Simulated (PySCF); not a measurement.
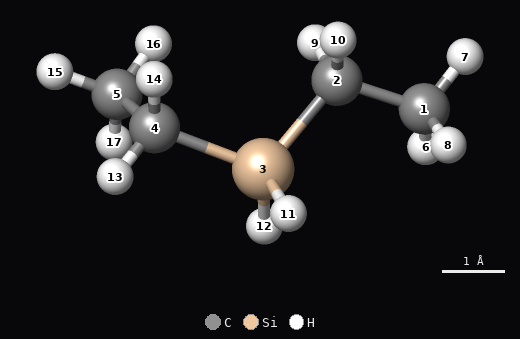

*The structure as given in the input (ball-and-stick view, seen at a tilt; atoms are numbered from 1 in the order of the input).*

Bond lengths as drawn: C–C 1.52 to 1.53 Å, C–H 1.09 Å, C–Si 1.90 to 1.91 Å and H–Si 1.47 Å.

## Run report: C₄H₁₂Si, NMR shielding calculation

The run: NMR shielding calculation of C₄H₁₂Si (diethylsilane), SMILES CC[SiH2]CC. Method and program: GIAO PBE0/pcSseg-1 NMR shielding, non-relativistic, gas phase (PySCF 2.14.0).

The geometry comes from this level: GFN2-xTB, NEB image 0 of 0 to 8. It belongs to a series of runs on one base structure; here: NEB image 0 of 0 to 8. Figures and captions count atoms from 1; the log counts them from 0 in places.

Log
```
coarse grid: 13408 points
cycle   1  E = -448.7084699396  dE =  8.236e-02  |g| = 4.455e-01  |ddm| = 3.374e+00
cycle   2  E = -448.6907831330  dE =  1.769e-02  |g| = 5.190e-01  |ddm| = 8.068e-01
cycle   3  E = -448.7617001148  dE = -7.092e-02  |g| = 2.468e-02  |ddm| = 4.515e-01
cycle   4  E = -448.7618349001  dE = -1.348e-04  |g| = 1.019e-02  |ddm| = 3.542e-02
cycle   5  E = -448.7618581830  dE = -2.328e-05  |g| = 3.787e-03  |ddm| = 1.146e-02
cycle   6  E = -448.7618615230  dE = -3.340e-06  |g| = 2.977e-04  |ddm| = 2.746e-03
final grid: 121224 points
cycle   7  E = -448.7912680570  dE = -2.783e-05  |g| = 8.213e-03  |ddm| = 2.046e-02
cycle   8  E = -448.7912608328  dE =  7.224e-06  |g| = 9.782e-03  |ddm| = 1.436e-02
cycle   9  E = -448.7912855368  dE = -2.470e-05  |g| = 3.168e-04  |ddm| = 7.855e-03
cycle  10  E = -448.7912855542  dE = -1.739e-08  |g| = 1.349e-04  |ddm| = 3.825e-04
cycle  11  E = -448.7912855584  dE = -4.206e-09  |g| = 2.906e-05  |ddm| = 1.148e-04
cycle  12  E = -448.7912855586  dE = -1.901e-10  |g| = 5.238e-06  |ddm| = 3.219e-05
```

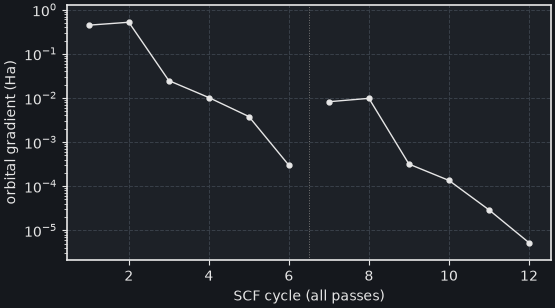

*Convergence of the self-consistent field: orbital gradient against the SCF cycle. The dotted line marks the change from a coarse to the final integration grid.*

The first 6 cycles use a coarse grid, the final grid takes over at cycle 7, and the field converges after 12 cycles in all.

```
converged SCF energy = -448.7912855586

GIAO shielding tensors (ppm)
atom      isotropic    diamagn.    paramagn.     s11        s22        s33       span
  0 C      175.253     245.112     -69.858    167.523    169.826    188.411     20.888
  1 C      181.579     253.967     -72.388    171.959    180.694    192.084     20.125
  2 Si     379.599     881.857    -502.259    342.284    368.900    427.612     85.328
  3 C      180.417     252.731     -72.314    175.251    181.428    184.571      9.319
  4 C      174.878     247.257     -72.379    165.673    171.696    187.265     21.592
  5 H       30.773      29.439       1.334     26.131     29.181     37.007     10.876
  6 H       30.233      27.784       2.450     25.000     27.696     38.005     13.006
  7 H       30.713      28.898       1.815     26.096     29.036     37.007     10.911
  8 H       30.798      33.756      -2.958     25.267     30.724     36.403     11.136
  9 H       31.116      32.846      -1.729     25.826     30.278     37.245     11.419
 10 H       27.598      30.731      -3.133     24.032     26.242     32.520      8.488
 11 H       27.861      31.100      -3.239     24.639     26.771     32.173      7.534
 12 H       30.999      30.725       0.274     25.741     29.171     38.084     12.343
 13 H       31.105      32.441      -1.335     26.994     29.191     37.131     10.137
 14 H       30.269      28.261       2.008     25.074     27.666     38.066     12.992
 15 H       30.716      31.619      -0.904     25.615     30.505     36.027     10.412
 16 H       30.770      30.224       0.546     26.440     28.885     36.984     10.544
```

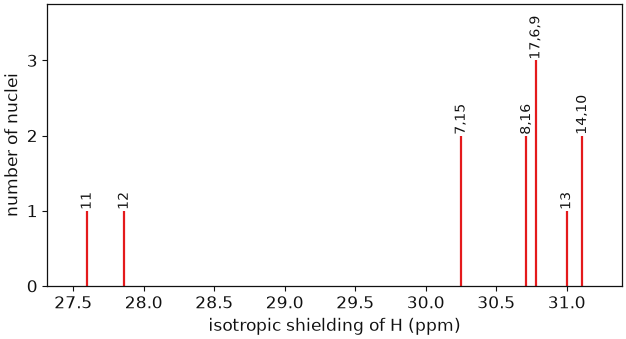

*Isotropic shieldings of the hydrogen nuclei in this fixed geometry, labelled by atom number; shielding grows to the right, so chemical shift grows to the left.*

The least shielded is H11 (27.6 ppm), the most shielded H10 (31.1 ppm).

The run was set up as follows.

Input
```
{"job": {"kind": "nmr", "xc": "PBE0", "basis": "pcSseg-1", "pop": false}, "charge": 0, "multiplicity": 1}
C      2.663500     0.103800    -0.166200
C      1.266000     0.338800     0.394400
Si    -0.007200    -0.932600    -0.230800
C     -1.739800    -0.477700     0.419000
C     -2.317300     0.776600    -0.229000
H      2.657600     0.180500    -1.250900
H      3.369800     0.835900     0.223100
H      3.020000    -0.888700     0.099000
H      0.949800     1.350900     0.134600
H      1.313500     0.302900     1.485000
H      0.363700    -2.270600     0.252700
H     -0.028200    -0.943300    -1.700500
H     -2.420800    -1.311100     0.241700
H     -1.707400    -0.334700     1.500400
H     -3.309400     0.996900     0.163400
H     -1.681200     1.638700    -0.040000
H     -2.399700     0.645800    -1.305800
```

The first line tells a small driver script what to run in PySCF; the rest is the geometry in Å.

Launch command:
```bash
OMP_NUM_THREADS=1 python <driver script> task.json out
```

Key numbers

- outcome: converged
- total energy: −448.791286 hartree
- HOMO: −8.04 eV
- LUMO: 1.17 eV
- dipole moment: 0.62 D
- isotropic shielding, C: 174.9 to 181.6 ppm
- isotropic shielding, Si: 379.6 ppm
- isotropic shielding, H: 27.6 to 31.1 ppm
- hardware: 1 CPU thread, shared host
- wall time: 14 s
- peak memory: 0.72 GiB
